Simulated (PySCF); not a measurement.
C₃H₇NOSi₃

```csv
atom,x (Å),y (Å),z (Å)
N,2.1265,2.3172,-2.0915
C,1.6760,1.5575,-1.3580
Si,0.8885,0.3341,-0.1866
C,2.3942,-0.3036,0.7987
O,2.2631,-1.1328,1.6682
Si,-0.6194,-1.2747,-1.0288
C,-1.9505,-0.4603,0.1142
Si,-1.0286,0.9670,1.0377
H,3.4047,0.0924,0.5682
H,-0.9849,-1.1975,-2.4457
H,-0.3747,-2.6817,-0.7056
H,-2.3777,-1.1806,0.8109
H,-2.7984,-0.0865,-0.4588
H,-1.6182,2.2810,0.7660
H,-1.0051,0.7764,2.4892
```

Geometry: GFN2-xTB.

Level of theory: PBE0/def2-SVPD, SCF density, gas phase (PySCF 2.14.0).

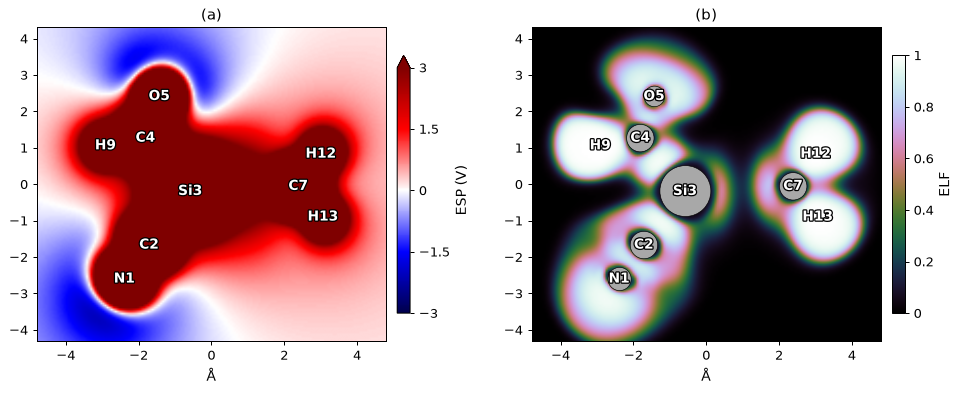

Figure 1. (a) molecular electrostatic potential; (b) ELF on the plane of atoms Si3, C4 and O5. Grey discs cover the atomic cores in the ELF map.

> What does the map show?

- The plane passes through N, C, Si, O and H nuclei.
- C–N (1.15 Å): the ELF peaks at about 0.85 between the atoms (a multiple bond).
- C–O (1.21 Å): the ELF peaks at about 0.90 between the atoms: a short, multiple covalent bond.
- C–Si (1.87 Å): the ELF peaks at about 0.95 between the atoms: a shared electron pair.
- C–H (1.09 Å): the ELF climbs to about 1 towards the hydrogen, as it does in any bond to H; an ordinary covalent bond to hydrogen.
- C–Si (1.91 Å): the ELF peaks at about 1 between the atoms; a covalent bond.
- The ELF also peaks beside N1 and O5, away from the bonds: lone-pair regions.
- Outside the dense part of the molecule the potential is most negative (−2.0 V) near N1.

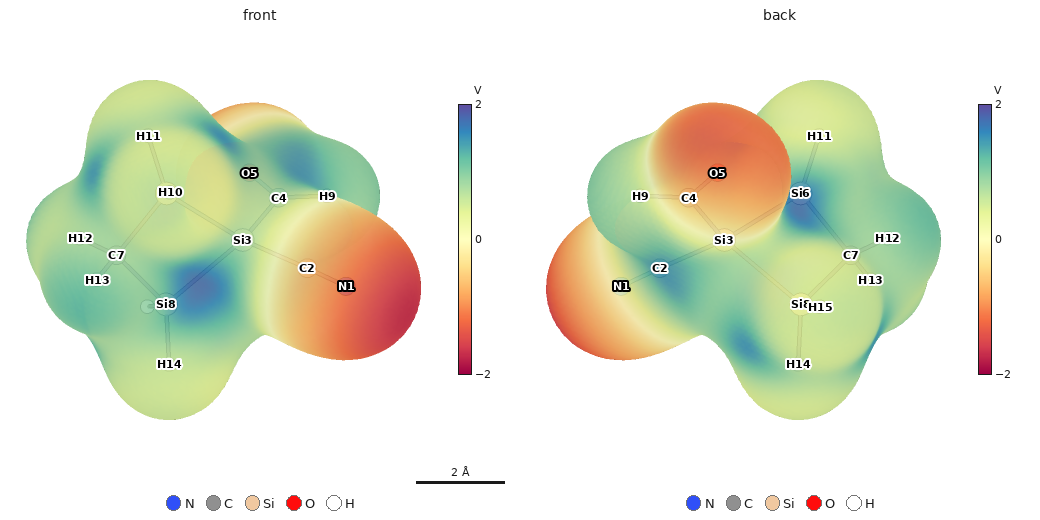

Figure 2. The molecular electrostatic potential painted on the density surface at 0.002 e/bohr³, seen from the front and from behind; red is negative and blue positive.

> Which sites attract a positive test charge, and which a negative one?

A positive charge is drawn to the negative regions and a negative charge to the positive ones. The most negative region (about −1.7 V, or −39 kcal/mol for a unit charge) lies over N1, the most positive (about +1.7 V, or +39 kcal/mol for a unit charge) over Si3, Si6 and Si8. N1 is the likeliest acceptor of a hydrogen bond.
